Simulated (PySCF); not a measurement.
**SiH3 (silyl radical) at 4 levels**

Aim: a comparison of 4 runs (UHF/STO-3G, UHF/3-21G, UB3LYP/6-31G*, USCS-MP2/cc-pVTZ) of SiH3 (silyl radical). 

Program for the calculation: PySCF 2.14.0.

2 further runs of the same task are left out: 2 set aside as unsound or not needed.

## 1. Starting point

SiH3: 4 atoms, total charge 0, spin state doublet. As SMILES, `[SiH3]`. The coordinates come from a GFN2-xTB relaxation.

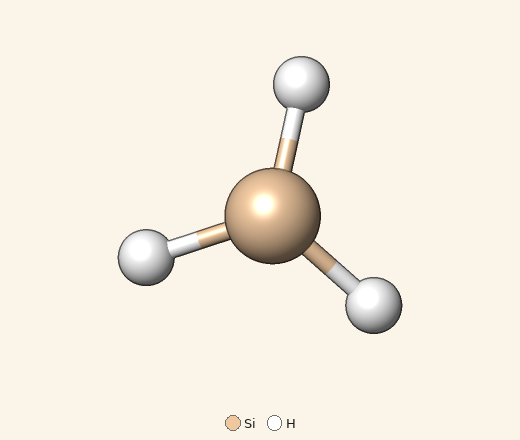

The structure, seen from a chosen angle (silicon light orange, hydrogen white).

## 2. The energy at UHF/STO-3G (run 1)

File input.py:

```python
from pyscf import gto, scf

system = gto.M(
    atom='''
Si     0.390342    -0.035716    -0.217489
H      1.109477     1.250583     2.089357
H     -0.368421    -2.648621     0.081995
H     -1.131398     1.433754    -1.953863
''',
    max_memory=1860,
    verbose=3,
    basis='sto-3g',
    charge=0,
    unit='bohr',
    spin=1,
)

mf = scf.UHF(system)
mf.conv_tol = 1e-10
mf.kernel()
if not mf.converged:
    mf = mf.newton().run(mf.mo_coeff, mf.mo_occ)

e_final = mf.e_tot
print('Final energy', e_final)
```

Started as:

```bash
$ OMP_NUM_THREADS=1 python input.py
```

The program printed:

```text
converged SCF energy = -287.26923447919  <S^2> = 0.75554613  2S+1 = 2.0055385
Final energy -287.2692344791898
```

Wall time 0.7 s (1 thread of Arm Neoverse V1, shared host); peak memory 0.099 GiB.

## 3. The energy at UHF/3-21G (run 2)

File run.py:

```python
from pyscf import gto

mol = gto.M(
    atom='''
Si     0.390342    -0.035716    -0.217489
H      1.109477     1.250583     2.089357
H     -0.368421    -2.648621     0.081995
H     -1.131398     1.433754    -1.953863
''',
    spin=1,
    basis='3-21g',
    verbose=4,
    max_memory=1860,
    unit='bohr',
    charge=0,
)

myscf = mol.UHF()
myscf.conv_tol = 1e-10
myscf.kernel()
if not myscf.converged:
    myscf = myscf.newton().run(myscf.mo_coeff, myscf.mo_occ)

e_final = myscf.e_tot
print('E = %.10f Eh' % e_final)
```

Started as:

```bash
$ OMP_NUM_THREADS=1 python run.py
```

The program printed:

```text
PySCF version 2.14.0

[INPUT] num. atoms = 4
[INPUT] num. electrons = 17
[INPUT] charge = 0
[INPUT] spin (= nelec alpha-beta = 2S) = 1
[INPUT] symmetry False subgroup None
[INPUT] Mole.unit = bohr
[INPUT] Symbol           X                Y                Z      unit          X                Y                Z       unit  Magmom
[INPUT]  1 Si     0.206560090865  -0.018900093265  -0.115090222426 AA    0.390342000000  -0.035716000000  -0.217489000000 Bohr   0.0
[INPUT]  2 H      0.587109944440   0.661780023964   1.105640109876 AA    1.109477000000   1.250583000000   2.089357000000 Bohr   0.0
[INPUT]  3 H     -0.194959997224  -1.401589873564   0.043389885409 AA   -0.368421000000  -2.648621000000   0.081995000000 Bohr   0.0
[INPUT]  4 H     -0.598710038080   0.758709942865  -1.033939772860 AA   -1.131398000000   1.433754000000  -1.953863000000 Bohr   0.0

nuclear repulsion = 15.9928689333011
number of shells = 13
number of NR pGTOs = 36
number of NR cGTOs = 19
basis = 3-21g
ecp = {}

[... 61 lines left out ...]
converged SCF energy = -289.07792334546  <S^2> = 0.75759066  2S+1 = 2.0075763
E = -289.0779233455 Eh
```

It took 0.85 s on 1 thread of Arm Neoverse V1, shared host; peak memory 0.12 GiB.

Run 3 isn't shown in full; the table further down has it.

## 4. The energy at USCS-MP2/cc-pVTZ (run 4)

File calc.py:

```python
from pyscf import gto, mp

mol = gto.Mole()
mol.atom = '''
Si     0.206560    -0.018900    -0.115090
H      0.587110     0.661780     1.105640
H     -0.194960    -1.401590     0.043390
H     -0.598710     0.758710    -1.033940
'''
mol.basis = 'cc-pvtz'
mol.max_memory = 1860
mol.charge = 0
mol.spin = 1
mol.verbose = 3
mol.build()

mf = mol.UHF()
mf.conv_tol = 1e-10
mf.kernel()
if not mf.converged:
    mf = mf.newton().run(mf.mo_coeff, mf.mo_occ)

pt = mp.MP2(mf, frozen=5).run()
e_tot = mf.e_tot + 1.2 * pt.e_corr_os + pt.e_corr_ss / 3
print('E(%s) = %.9f' % ('SCS-MP2', e_tot))
```

Started as:

```bash
$ OMP_NUM_THREADS=1 python calc.py
```

The program printed:

```text
converged SCF energy = -290.637050620405  <S^2> = 0.75718406  2S+1 = 2.0071712
E(UMP2) = -290.754373990442  E_corr = -0.117323370036816
E(SCS-UMP2) = -290.765096658437  E_corr = -0.12804603803167
E(SCS-MP2) = -290.765096658
```

Wall time 1.8 s (1 thread of Arm Neoverse V1, shared host); peak memory 0.16 GiB.

## 5. Overview of the runs

```tsv
run	level	integration grid	frozen core orbitals	energy (Eh)	dipole moment (D) of the reference	HOMO energy (eV)	LUMO energy (eV)	wall time
1	UHF/STO-3G	–	–	-287.269234	0.25	-6.01	7.41	0.7 s
2	UHF/3-21G	–	–	-289.077923	0.03	-8.61	1.42	0.85 s
3	UB3LYP/6-31G* (spherical functions)	5	–	-291.227386	0.22	-5.62	-2.51	3.6 s
4	USCS-MP2/cc-pVTZ	–	5	-290.765097	0.27	-8.62	1.51	1.8 s
```

## 6. Outcome

```
                                                         quantity          value
                                              run 4: total energy  -290.76510 Eh
                      run 4: dipole moment (Hartree–Fock density)         0.27 D
run 4: HOMO energy (Hartree–Fock orbitals) (highest over α and β)       -8.62 eV
 run 4: LUMO energy (Hartree–Fock orbitals) (lowest over α and β)        1.51 eV
               run 4: correlation energy (5 core orbitals frozen)     -128.0 mEh
                         run 4: ⟨S²⟩ of the reference determinant          0.757
```

What this shows: Over runs 1, 2, 3 the dipole moment (its size) runs from 0.03 D (UHF/3-21G) to 0.25 D (UHF/STO-3G). The two dipoles point in opposite directions. In run 1 the basis is minimal, so the values are rough. All runs together took 7 s, the longest 3.6 s.
